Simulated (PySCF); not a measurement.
**CH8Ge2O: core binding energies at several levels of theory, part 1 of 2**

Aim: compute the core binding energies of CH8Ge2O (`[GeH3][CH2][O][GeH3]`) at several levels, and see how far they spread and what each costs.

Programs: PySCF 2.14.0, with density-fitted response routines of our own. Each step states its level of theory. These are calculated values for one molecule in the gas phase, unless marked as measured. Atoms are numbered from 0 throughout.

## (1) Starting geometry

12 atoms, charge 0, multiplicity 1; geometry from: PBE0-D3(BJ)/def2-SVP.

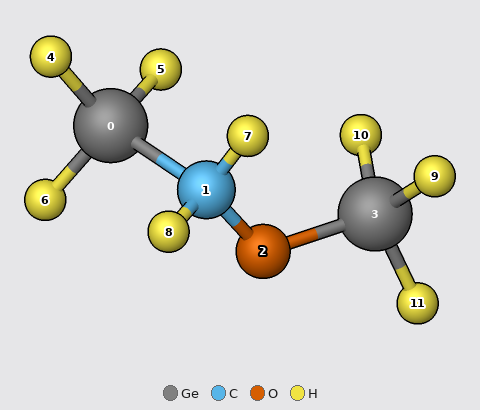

The starting geometry (germanium grey, carbon blue, oxygen orange, hydrogen yellow), atoms numbered.

## (2) Core holes by ΔSCF: SCAN, X2C

What the job is given:

```
{"job": {"kind": "xps"}, "charge": 0, "multiplicity": 1}
Ge    -1.928692    -0.194359    -0.260234
C     -0.274096    -1.125728     0.293912
O      0.803316    -0.807951    -0.551040
Ge     1.955932     0.488324    -0.126131
H     -3.086625    -0.531740     0.702766
H     -1.692914     1.328721    -0.245182
H     -2.309702    -0.624643    -1.687295
H     -0.068645    -0.905550     1.360573
H     -0.456691    -2.212694     0.235177
H      2.514842     0.191163     1.281332
H      1.238207     1.853327    -0.128639
H      3.033869     0.412470    -1.211550
```

Method: delta-SCF UKS SCAN, pcX-2 on the ionised atom, pcseg-1 elsewhere, spin-free X2C.

Started as:

```sh
OMP_NUM_THREADS=1 python probes_run.py task.json out
```

The driver reads the jobs from task.json and runs them one after another.

The program printed:

```text
ground state, core basis on atom 1 (C), 153 functions
  cycle   1  E = -4305.95993649  |g| = 6.48e-01
  cycle   2  E = -4305.50633358  |g| = 1.58e+00
  cycle   3  E = -4306.04305715  |g| = 1.06e-01
  cycle   4  E = -4306.04540736  |g| = 4.81e-02
  cycle   5  E = -4306.04590126  |g| = 1.69e-02
  cycle   6  E = -4306.04597399  |g| = 4.03e-03
  cycle   7  E = -4306.04598052  |g| = 7.00e-04
  cycle   8  E = -4306.04598012  |g| = 1.25e-04
  E(ground) = -4306.31255605 Eh
hole in C 1s of atom 1
  cycle   1  E = -4294.74666283  |g| = 1.51e+00
  cycle   2  E = -4293.37659803  |g| = 2.21e+00
  cycle   3  E = -4295.26427533  |g| = 3.65e-01
  cycle   4  E = -4295.31191736  |g| = 1.84e-01
  cycle   5  E = -4295.32205242  |g| = 1.10e-01
  cycle   6  E = -4295.32655823  |g| = 1.39e-02
  cycle   7  E = -4295.32666571  |g| = 5.13e-03
  cycle   8  E = -4295.32668794  |g| = 2.06e-03
  cycle   9  E = -4295.32669363  |g| = 9.94e-04
  cycle  10  E = -4295.32669546  |g| = 2.21e-04
  E(ion) = -4295.59247879 Eh   <S^2> = 0.7740   hole on atom = 1.000   binding energy = 291.708 eV
ground state, core basis on atom 2 (O), 153 functions
  cycle   1  E = -4306.07383674  |g| = 1.00e-01
  cycle   2  E = -4306.07242512  |g| = 9.72e-02
  cycle   3  E = -4306.07339564  |g| = 6.73e-02
  cycle   4  E = -4306.07422825  |g| = 4.23e-03
  cycle   5  E = -4306.07422951  |g| = 9.92e-04
  cycle   6  E = -4306.07422840  |g| = 2.54e-04
  E(ground) = -4306.33978672 Eh
hole in O 1s of atom 2
  cycle   1  E = -4285.47212811  |g| = 2.23e+00
  cycle   2  E = -4284.66835073  |g| = 2.38e+00
  cycle   3  E = -4286.22123564  |g| = 4.88e-01
  cycle   4  E = -4286.29123989  |g| = 2.18e-01
  cycle   5  E = -4286.31672772  |g| = 7.23e-02
  cycle   6  E = -4286.31903219  |g| = 1.21e-02
  cycle   7  E = -4286.31911226  |g| = 3.14e-03
  cycle   8  E = -4286.31912071  |g| = 9.33e-04
  cycle   9  E = -4286.31911879  |g| = 2.63e-04
  E(ion) = -4286.58578336 Eh   <S^2> = 0.7635   hole on atom = 1.000   binding energy = 537.534 eV
```

It took 12 s on 1 thread of Arm Neoverse V2, shared host; peak memory 0.46 GiB.

The holes in one table. −ε is the ground-state orbital energy:

```csv
hole,stands for,environment,ΔSCF (eV),−ε (eV),⟨S²⟩
C1s on C1,C1,sp3 CH2 bonded to Ge and O,291.71,275.1,0.774
O1s on O2,O2,"oxygen bonded to C, Ge",537.53,516.6,0.764
```

## (3) X-ray photoelectron lines: B3LYP, X2C

The job, as its differences from that of step 2:

```diff
@@ -1,2 +1,2 @@
-{"job": {"kind": "xps"}, "charge": 0, "multiplicity": 1}
+{"job": {"kind": "xps", "xc": "B3LYP"}, "charge": 0, "multiplicity": 1}
 Ge    -1.928692    -0.194359    -0.260234
```

Level: delta-SCF UKS B3LYP, pcX-2 on the ionised atom, pcseg-1 elsewhere, spin-free X2C.

The program printed:

```text
ground state, core basis on atom 1 (C), 153 functions
  cycle   1  E = -4306.18034840  |g| = 6.67e-01
  cycle   2  E = -4305.84480080  |g| = 1.43e+00
  cycle   3  E = -4306.26851286  |g| = 6.81e-02
  cycle   4  E = -4306.26949307  |g| = 2.50e-02
  cycle   5  E = -4306.26964051  |g| = 7.11e-03
  cycle   6  E = -4306.26965296  |g| = 2.12e-03
  cycle   7  E = -4306.26965463  |g| = 2.93e-04
  E(ground) = -4306.27645197 Eh
hole in C 1s of atom 1
  cycle   1  E = -4294.97589082  |g| = 1.52e+00
  cycle   2  E = -4294.06705649  |g| = 2.01e+00
  cycle   3  E = -4295.51346116  |g| = 2.93e-01
  cycle   4  E = -4295.54556554  |g| = 1.07e-01
  cycle   5  E = -4295.54860434  |g| = 6.10e-02
  cycle   6  E = -4295.55008706  |g| = 5.37e-03
  cycle   7  E = -4295.55010384  |g| = 1.73e-03
  cycle   8  E = -4295.55010986  |g| = 6.88e-04
  cycle   9  E = -4295.55011025  |g| = 2.06e-04
  E(ion) = -4295.55682760 Eh   <S^2> = 0.7623   hole on atom = 1.000   binding energy = 291.696 eV
ground state, core basis on atom 2 (O), 153 functions
  cycle   1  E = -4306.29754660  |g| = 7.22e-02
  cycle   2  E = -4306.29701557  |g| = 6.67e-02
  cycle   3  E = -4306.29754209  |g| = 3.78e-02
  cycle   4  E = -4306.29778492  |g| = 4.49e-03
  cycle   5  E = -4306.29778404  |g| = 8.65e-04
  cycle   6  E = -4306.29778665  |g| = 1.05e-04
  E(ground) = -4306.30489843 Eh
hole in O 1s of atom 2
  cycle   1  E = -4285.71197391  |g| = 2.25e+00
  cycle   2  E = -4285.15376425  |g| = 2.30e+00
  cycle   3  E = -4286.50876404  |g| = 3.55e-01
  cycle   4  E = -4286.54676713  |g| = 1.04e-01
  cycle   5  E = -4286.55180127  |g| = 3.71e-02
  cycle   6  E = -4286.55244970  |g| = 4.89e-03
  cycle   7  E = -4286.55246181  |g| = 1.11e-03
  cycle   8  E = -4286.55246441  |g| = 3.19e-04
  E(ion) = -4286.55973536 Eh   <S^2> = 0.7576   hole on atom = 1.000   binding energy = 537.293 eV
```

Wall time 19 s (1 thread of Arm Neoverse V2, shared host); peak memory 0.62 GiB.

Binding energies by hole, beside the orbital energy of the ground state; the difference holds orbital relaxation and, for a density functional, its self-interaction error:

```csv
hole,stands for,environment,ΔSCF (eV),−ε (eV),⟨S²⟩
C1s on C1,C1,sp3 CH2 bonded to Ge and O,291.70,278.4,0.762
O1s on O2,O2,"oxygen bonded to C, Ge",537.29,520.8,0.758
```

## (4) Core holes by ΔSCF: PBE0, X2C

The job, as its differences from that of step 3:

```diff
@@ -1,2 +1,2 @@
-{"job": {"kind": "xps", "xc": "B3LYP"}, "charge": 0, "multiplicity": 1}
+{"job": {"kind": "xps", "xc": "PBE0"}, "charge": 0, "multiplicity": 1}
 Ge    -1.928692    -0.194359    -0.260234
```

Method: delta-SCF UKS PBE0, pcX-2 on the ionised atom, pcseg-1 elsewhere, spin-free X2C.

The program printed:

```text
ground state, core basis on atom 1 (C), 153 functions
  cycle   1  E = -4305.42214321  |g| = 6.04e-01
  cycle   2  E = -4305.21528376  |g| = 1.17e+00
  cycle   3  E = -4305.49546898  |g| = 5.32e-02
  cycle   4  E = -4305.49605782  |g| = 1.64e-02
  cycle   5  E = -4305.49611931  |g| = 3.62e-03
  cycle   6  E = -4305.49612166  |g| = 1.17e-03
  cycle   7  E = -4305.49612306  |g| = 2.55e-04
  E(ground) = -4305.50152472 Eh
hole in C 1s of atom 1
  cycle   1  E = -4294.22277565  |g| = 1.52e+00
  cycle   2  E = -4293.53514363  |g| = 1.85e+00
  cycle   3  E = -4294.76105477  |g| = 2.89e-01
  cycle   4  E = -4294.79078573  |g| = 1.17e-01
  cycle   5  E = -4294.79507792  |g| = 5.07e-02
  cycle   6  E = -4294.79614222  |g| = 4.74e-03
  cycle   7  E = -4294.79616339  |g| = 1.86e-03
  cycle   8  E = -4294.79616696  |g| = 7.24e-04
  cycle   9  E = -4294.79616839  |g| = 2.04e-04
  E(ion) = -4294.80149745 Eh   <S^2> = 0.7665   hole on atom = 1.000   binding energy = 291.163 eV
ground state, core basis on atom 2 (O), 153 functions
  cycle   1  E = -4305.52426550  |g| = 9.44e-02
  cycle   2  E = -4305.52388091  |g| = 6.00e-02
  cycle   3  E = -4305.52407760  |g| = 5.06e-02
  cycle   4  E = -4305.52451232  |g| = 4.61e-03
  cycle   5  E = -4305.52451927  |g| = 8.02e-04
  cycle   6  E = -4305.52451744  |g| = 9.65e-05
  E(ground) = -4305.53020379 Eh
hole in O 1s of atom 2
  cycle   1  E = -4284.95275107  |g| = 2.24e+00
  cycle   2  E = -4284.54794391  |g| = 2.17e+00
  cycle   3  E = -4285.76003661  |g| = 3.28e-01
  cycle   4  E = -4285.79313380  |g| = 7.97e-02
  cycle   5  E = -4285.79596056  |g| = 2.64e-02
  cycle   6  E = -4285.79629463  |g| = 4.12e-03
  cycle   7  E = -4285.79630460  |g| = 1.11e-03
  cycle   8  E = -4285.79630308  |g| = 3.32e-04
  E(ion) = -4285.80211447 Eh   <S^2> = 0.7591   hole on atom = 1.000   binding energy = 536.829 eV
```

Run time: 18 s. Hardware: 1 thread of Arm Neoverse V2, shared host; peak memory 0.62 GiB.

Binding energies by hole, beside the orbital energy of the ground state; the difference holds orbital relaxation and, for a density functional, its self-interaction error:

```csv
hole,stands for,environment,ΔSCF (eV),−ε (eV),⟨S²⟩
C1s on C1,C1,sp3 CH2 bonded to Ge and O,291.16,279.8,0.766
O1s on O2,O2,"oxygen bonded to C, Ge",536.83,523.0,0.759
```

## (5) Core holes by ΔSCF: PBE, X2C

The job, as its differences from that of step 4:

```diff
@@ -1,2 +1,2 @@
-{"job": {"kind": "xps", "xc": "PBE0"}, "charge": 0, "multiplicity": 1}
+{"job": {"kind": "xps", "xc": "PBE"}, "charge": 0, "multiplicity": 1}
 Ge    -1.928692    -0.194359    -0.260234
```

Level: delta-SCF UKS PBE, pcX-2 on the ionised atom, pcseg-1 elsewhere, spin-free X2C.

The program printed:

```text
ground state, core basis on atom 1 (C), 153 functions
  cycle   1  E = -4305.29021463  |g| = 7.15e-01
  cycle   2  E = -4304.41568187  |g| = 2.09e+00
  cycle   3  E = -4305.39325701  |g| = 1.20e-01
  cycle   4  E = -4305.39573530  |g| = 8.02e-02
  cycle   5  E = -4305.39701553  |g| = 2.93e-02
  cycle   6  E = -4305.39725748  |g| = 5.03e-03
  cycle   7  E = -4305.39726629  |g| = 1.09e-03
  cycle   8  E = -4305.39726553  |g| = 1.95e-04
  E(ground) = -4305.40477953 Eh
hole in C 1s of atom 1
  cycle   1  E = -4294.13714272  |g| = 1.53e+00
  cycle   2  E = -4291.92846576  |g| = 2.59e+00
  cycle   3  E = -4294.58788211  |g| = 5.05e-01
  cycle   4  E = -4294.60745823  |g| = 5.19e-01
  cycle   5  E = -4294.70538057  |g| = 1.19e-01
  cycle   6  E = -4294.71138338  |g| = 1.80e-02
  cycle   7  E = -4294.71156043  |g| = 4.82e-03
  cycle   8  E = -4294.71157765  |g| = 8.37e-04
  cycle   9  E = -4294.71157774  |g| = 2.85e-04
  E(ion) = -4294.71900729 Eh   <S^2> = 0.7631   hole on atom = 1.000   binding energy = 290.775 eV
ground state, core basis on atom 2 (O), 153 functions
  cycle   1  E = -4305.42474831  |g| = 1.18e-01
  cycle   2  E = -4305.42303964  |g| = 1.08e-01
  cycle   3  E = -4305.42350559  |g| = 9.55e-02
  cycle   4  E = -4305.42510172  |g| = 1.08e-02
  cycle   5  E = -4305.42512462  |g| = 2.06e-03
  cycle   6  E = -4305.42512875  |g| = 3.41e-04
  E(ground) = -4305.43300406 Eh
hole in O 1s of atom 2
  cycle   1  E = -4284.85961881  |g| = 2.26e+00
  cycle   2  E = -4283.35702869  |g| = 2.76e+00
  cycle   3  E = -4285.50908611  |g| = 6.11e-01
  cycle   4  E = -4285.60460005  |g| = 4.21e-01
  cycle   5  E = -4285.69968904  |g| = 1.12e-01
  cycle   6  E = -4285.70439218  |g| = 1.77e-02
  cycle   7  E = -4285.70458238  |g| = 4.19e-03
  cycle   8  E = -4285.70458562  |g| = 4.96e-04
  E(ion) = -4285.71264972 Eh   <S^2> = 0.7573   hole on atom = 1.000   binding energy = 536.618 eV
```

Run time: 7.7 s. Hardware: 1 thread of Arm Neoverse V2, shared host; peak memory 0.46 GiB.

Binding energies by hole, beside the orbital energy of the ground state; the difference holds orbital relaxation and, for a density functional, its self-interaction error:

```csv
hole,stands for,environment,ΔSCF (eV),−ε (eV),⟨S²⟩
C1s on C1,C1,sp3 CH2 bonded to Ge and O,290.77,270.5,0.763
O1s on O2,O2,"oxygen bonded to C, Ge",536.62,510.6,0.757
```

(Continued in part 2 of 2.)
